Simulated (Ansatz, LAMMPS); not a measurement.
# Elastic response of glassy 40SiO2-28Al2O3-16Li2O-16SrO (mol %) (85 atoms), part 4 of 4

Aim: relax glassy 40SiO2-28Al2O3-16Li2O-16SrO (mol %) (85 atoms), then change its volume and shape to read moduli from the stress.

Ansatz 0.2.0; Kohn-Sham DFT, PBE, PAW (set soft_2), plane waves.

The cell: 10 Si, 14 Al, 8 Li, 4 Sr and 49 O. The quench rate of 6 K/ps far exceeds what a furnace or splat quench reaches. The starting topology of bonds comes from the classical model. Sampling is at Γ alone.

So far. Step 11 (Compressed by 1 % along x): The relaxation converged after 5 steps, 0.0673 eV below its start, with a largest force component of 0.037 eV/Å. Step 11 (Compressed by 1 % along x): Compressed by 1 % along x: the energy stands 0.0286 eV above that of the reference, at a pressure of 0.419 GPa.

### 12. Sheared by 2 % in xy

A shear of the relaxed cell gives the modulus that volume changes can't reach.

The input, input.yaml:

```yaml
crystal:
  lattice:
    - [10.24809, 0.41699, 0.06255]
    - [0.42299, 10.84802, -0.08497]
    - [0.0617, -0.08434, 10.32897]
  atoms:
    [... the 85 atom lines of step 4 ...]
kpoints:
  mp_grid: { grid: [1, 1, 1] }
hamiltonian:
  xc: pbe
scf:
  occupations: { method: fixed }
output:
  forces: true
  eigenvalues: true
  stress: true
relax:
  f_tol: 0.05
  max_steps: 70
```

Run with:

```
$ ansatz run input.yaml --threads 4 --pin off --max-ram 8192MiB --backend cpu --events-out ev --progress --plain --runs-dir out
```

Numbers of over 12 decimals in the logs are rounded to 6 here.

Output:

```text
[...]
Crystal: 85 atoms, lattice volume = 1146.345 Å³
Basis set: ecut = 420 eV, 22391 PW (Γ), exchange–correlation on 144×150×144 points (8 copies of the dense FFT grid, shifted against one another)
Bands: 305, of which v1, the nominal top of the filled ones, is band 220 counted from 1 (219 counted from 0)
Symmetry: 1 space group operations
[...]
k-points: 1
[...]
SCF iter   1: F=—  HF=-57616.113850 eV  |F-HF|=—  |Δ(HF+E_count)|=         —  Δρ=1.77e-3  dr2=4.58e-2  ethr=1.77e-3  ⟨swp⟩=6.0  Hψ=1224  notcnv=0  defer=80
[...]
SCF iter   5: F=—  HF=-57616.095779 eV  |F-HF|=—  |Δ(HF+E_count)|=   4.02e-6  Δρ=8.22e-5  dr2=7.15e-5  ethr=7.60e-8  ⟨swp⟩=2.0  Hψ=389  notcnv=0  defer=83
SCF iter   6: F=-57616.095788 eV  HF=-57616.095788 eV  |F-HF|=8.49e-7  |Δ(HF+E_count)|=   8.76e-6  Δρ=2.20e-5  dr2=6.72e-6  ethr=1.42e-8  ⟨swp⟩=20.0  Hψ=2206  notcnv=0
SCF 1 converged in 6 iterations: F = -57616.095788 eV  dr2 = 6.72e-6
[...]
relax step   1: F+E_penalty+E_count = -57616.09578841 eV  Δ(F+E_penalty+E_count) = +0.000e0 eV  max|allowed force component| = 5.233e-1 eV/Å  Δτ_max = 0.0000 Å  (6 SCF iters, dr2 threshold 6.25e-5 eV, accepted)
[...]
relax step   2: F+E_penalty+E_count = -57616.14492032 eV  Δ(F+E_penalty+E_count) = -4.913e-2 eV  max|allowed force component| = 3.207e-1 eV/Å  Δτ_max = 0.0365 Å  (6 SCF iters, dr2 threshold 1.71e-5 eV, accepted)
[...]
relax step   3: F+E_penalty+E_count = -57616.17116488 eV  Δ(F+E_penalty+E_count) = -2.624e-2 eV  max|allowed force component| = 1.519e-1 eV/Å  Δτ_max = 0.0303 Å  (6 SCF iters, dr2 threshold 6.43e-6 eV, accepted)
relax step   4: F+E_penalty+E_count = -57616.17354928 eV  Δ(F+E_penalty+E_count) = -2.384e-3 eV  max|allowed force component| = 1.210e-1 eV/Å  Δτ_max = 0.0377 Å  (6 SCF iters, dr2 threshold 5.17e-6 eV, accepted)
relax step   5: F+E_penalty+E_count = -57616.17843007 eV  Δ(F+E_penalty+E_count) = -4.881e-3 eV  max|allowed force component| = 7.024e-2 eV/Å  Δτ_max = 0.0291 Å  (6 SCF iters, dr2 threshold 3.28e-6 eV, accepted)
relax step   6: F+E_penalty+E_count = -57616.17815361 eV  Δ(F+E_penalty+E_count) = +2.765e-4 eV  max|allowed force component| = 7.717e-2 eV/Å  Δτ_max = 0.0440 Å  (8 SCF iters, rejected (line search))
[...]
relax step   7: F+E_penalty+E_count = -57616.18091733 eV  Δ(F+E_penalty+E_count) = -2.487e-3 eV  max|allowed force component| = 1.754e-2 eV/Å  Δτ_max = 0.0219 Å  (7 SCF iters, accepted)
SCF converged after 7 iterations
Free energy (F): -57616.180917 eV
[...]
Internal energy: -57616.180917 eV  (E = F + TS)
E sigma→0 (E₀):  -57616.180917 eV
Fermi energy:    3.637562 eV
[...]
Σ components = -57616.180917   (vs F -57616.180917, Δ=0.00e0)
--- Forces (eV/Å), atoms counted from 1 ---
  atom   1  Si     0.00322117    -0.00238740     0.00451912
  atom   2  Si     0.00769564    -0.00180137    -0.00774971
  atom   3  Si     0.00319045     0.00674416     0.00318757
  atom   4  Si     0.01238519     0.01266194     0.00420119
[...]
atom  85  O     -0.00000753     0.00067494     0.00195239
  max |Σ_I F_I| component: 4.87e-5 eV/Å
--- Stress (GPa, compression-positive) ---
        0.105479      -0.604141       0.119555
       -0.604144       0.106515       0.035514
        0.119555       0.035513       0.142105
  P = ⅓ Tr σ = 0.1180 GPa (1.180 kbar)
--- Band table (eV) ---
[...]
--- Relaxed structure (7 steps of the walk, 6 accepted, 0 SCFs on fresh bases) ---
  F+E_penalty+E_count = -57616.18091733 eV   max|allowed force component| = 1.754e-2 eV/Å
  atoms:
    - { symbol: Si, position: [0.192263, 0.105431, 0.409018] }
    - { symbol: Si, position: [0.457796, 0.383180, 0.632276] }
    - { symbol: Si, position: [0.241378, 0.804285, 0.895133] }
    - { symbol: Si, position: [0.808338, 0.764770, 0.371450] }
[...]
- { symbol: O, position: [0.144509, 0.514514, 0.467419] }
```

It took 27 s on 4 threads of AMD EPYC 9R45, shared host; peak memory 1.4 GiB; 96 s of CPU time.

The relaxation converged after 7 steps, 0.0851 eV below its start, with a largest force component of 0.018 eV/Å.

Sheared by 2 % in xy: the energy stands 0.0403 eV above that of the reference, at a pressure of 0.118 GPa.

### 13. Pressure against volume

Atoms are relaxed at each volume, in the scaled cell.

```
volume change (%)  volume (Å³/atom)  energy change (meV/atom)  pressure (GPa)  largest move on relaxing (Å)  bonds  gap (eV)
              -10            12.139                     22.59            5.75                          1.07    152                3.91
               -6            12.678                      7.79            3.26                          0.39    149                3.73
               -3            13.083                      1.91            1.53                          0.15    150                3.68
               +0            13.488                      0.00            0.00                             -    149                3.58
               +3            13.892                      1.40           -1.17                          0.39    148                3.47
               +6            14.297                      4.77           -1.97                          0.92    147                3.36
```

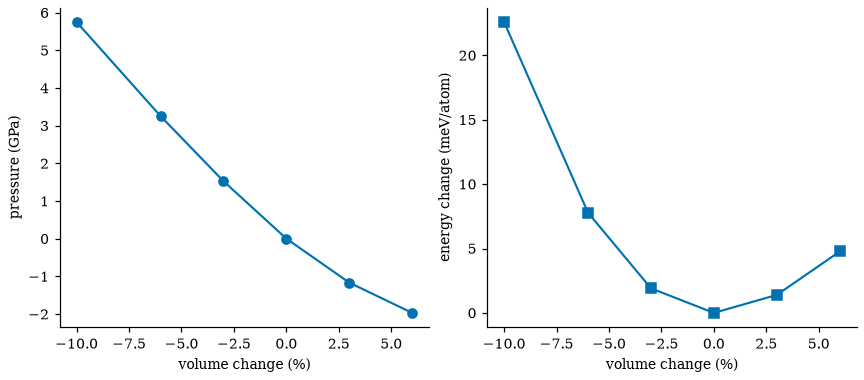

Pressure and energy against volume.

### 14. Uniaxial strain and shear

Stress (GPa, compression positive) less that of the relaxed cell, atoms relaxed:

```
                   strain      xx      yy      zz      xy  energy change (meV/atom)
 stretched by 1 % along x  -0.543  -0.051  -0.176   0.059                      0.19
compressed by 1 % along x   0.777   0.197   0.276  -0.020                      0.34
     sheared by 2 % in xy   0.105   0.077   0.166  -0.626                      0.47
```

### 15. Findings

The bulk modulus, from the slope of pressure against ln V over the three points nearest the relaxed volume, is 44.9 GPa; a quadratic over all points gives a pressure derivative of about 5.1. The count of bonds runs from 147 to 152 over the series, so at some points contacts cross the cutoffs. At -10 % and +6 % some atom moved by over 0.5 Å on relaxing, so those points may sit in another local minimum. The gap goes from 3.91 eV at the smallest volume to 3.36 eV at the largest, -3.2 eV per unit of ln V by a straight line, on the run's k-points. Stretch and compression disagree (xx stress changes of -0.54 and 0.78 GPa), so C11 is only a mean of unlike responses. In the Cartesian axes of the cell, finite differences give C11 = 66.0, C12 = 12.4, C13 = 22.6 and C66 = 31.3 GPa (the shear of 2 % is the engineering strain, εxy = 0.01).

**Limits.** Strains are finite and relaxations stop at the force tolerance of the input, which can leave moduli too stiff; they are those of a static cell at zero temperature. Volumes are changed with the cell's shape held, so in an anisotropic solid the modulus lies over the one under free hydrostatic load. The program notes that the SCF threshold of the relaxations is loose for the stress.

The DFT runs together took 6 min of wall time.

[Logs are printed without paths, hosts, clocks, repeated set-up lines and the standing remarks that a program may print on its own settings, such as how far it seeks lower states.]

[Hosts, paths, dates, database ids (printed as entryN), source tags and the programs' standing remarks are cut or masked in the printed files.]
